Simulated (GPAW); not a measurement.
Consider CuSi2P3 (P3m1).

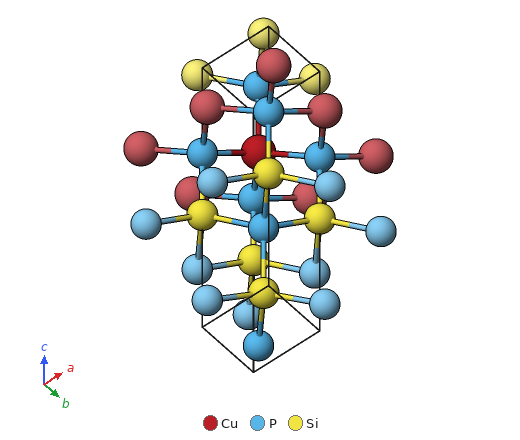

The structure (copper red, phosphorus blue, silicon yellow). Some periodic images of atoms are drawn too.

```xyz
6
Lattice="3.7320 0.0000 0.0000 -1.8660 3.2320 0.0000 0.0000 0.0000 9.0856" Properties=species:S:1:pos:R:3 pbc="T T T"
Cu    0.0000    2.1547    6.6960
P     0.0000    0.0000    6.0917
P     1.8660    1.0773    3.0408
P     0.0000    2.1547    9.0105
Si    0.0000    0.0000    3.9322
Si    1.8660    1.0773    0.7569
```

Absorber: atom 6, with 1 P at 2.28 Å and 3 P at 2.31 Å (tetrahedral, site symmetry 3m). Method: GPAW, LDA, excited-electron core hole (neutral cell), 24-atom cell with 7.5 Å between holes, 3×3×3 k points, dipole transitions, Gaussian full width 0.9 eV up to 4 eV, rising linearly to 3.5 eV at 25 eV.

Question: What does the Si K edge look like?

Main maxima up to 24 eV above the zero (height): 1.7 eV (2.30), 4.4 eV (1.57), 8.5 eV (1.12), 14.0 eV (0.83) and 18.3 eV (0.78). A K edge sees empty p states on the absorber. The total-energy difference is 1844.61 eV. One term is added: -14.86 eV, since the hole is spin-paired here and a spin-polarised one costs that much less in the free atom (computed apart). The photon energy is then 1829.75 eV. The tabulated edge of the element is 1839 eV. The functional leaves an error in such absolute values: in the free atom LDA prices this hole 7.8 eV below PBE (computed apart), and PBE is itself good to a few eV.

The Si K spectrum (energy from the lowest empty level; intensity scaled to a mean of 1 over the first 20 eV; polarised curves are means over the symmetry-equivalent atoms):

| E (eV) | isotropic | ε ⊥ c | ε ∥ c |
| --- | --- | --- | --- |
| -2.0 | 0.00 | 0.00 | 0.00 |
| -0.5 | 0.08 | 0.08 | 0.09 |
| 1.0 | 2.27 | 2.15 | 2.51 |
| 2.5 | 1.36 | 1.25 | 1.59 |
| 4.0 | 1.31 | 1.66 | 0.59 |
| 5.5 | 0.80 | 0.81 | 0.76 |
| 7.0 | 0.58 | 0.41 | 0.91 |
| 8.5 | 1.12 | 1.04 | 1.29 |
| 10.0 | 1.06 | 1.17 | 0.83 |
| 11.5 | 0.81 | 0.82 | 0.78 |
| 13.0 | 0.79 | 0.80 | 0.76 |
| 14.5 | 0.81 | 0.79 | 0.86 |
| 16.0 | 0.69 | 0.66 | 0.75 |
| 17.5 | 0.75 | 0.77 | 0.72 |
| 19.0 | 0.76 | 0.80 | 0.69 |
| 20.5 | 0.66 | 0.64 | 0.69 |
| 22.0 | 0.60 | 0.56 | 0.67 |
| 23.5 | 0.60 | 0.57 | 0.65 |
| 25.0 | 0.67 | 0.66 | 0.68 |
| 26.5 | 0.73 | 0.75 | 0.69 |
| 28.0 | 0.71 | 0.72 | 0.69 |
| 29.5 | 0.64 | 0.61 | 0.70 |

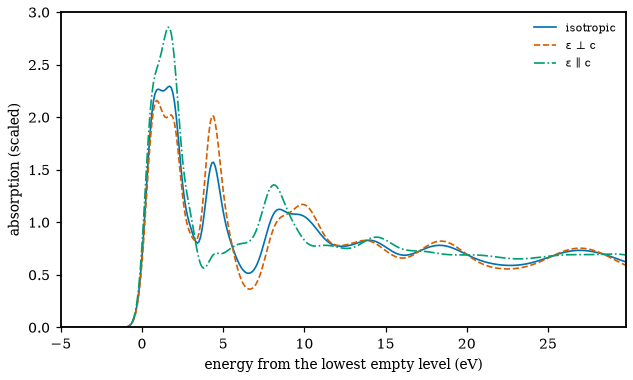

The Si K edge.

The crystal has 2 inequivalent Si sites and not all are shown here, while a measurement adds them all. The mesh is coarse (0.32 Å⁻¹ between points), so small maxima may be mesh ripples. The structure is a computed Materials Project entry and may be a hypothetical form.

[Banner, clock and machine lines of the logs are left out without a mark of their own.]

[Logs are printed without paths, hosts, clocks, repeated set-up lines and the standing remarks that a program may print on its own settings, such as how far it seeks lower states.]

[Hosts, paths, dates, database ids (printed as entryN), source tags and the programs' standing remarks are cut or masked in the printed files.]

[Lists of maxima count a maximum above −3 eV only where it reaches 4 % of the highest in the window and stands out from its surroundings by 2 % of it (1.5 % where it reaches 55 %); shoulders and weaker maxima are passed over, and of the rest the first, up to two pre-edge ones and the few strongest are named.]
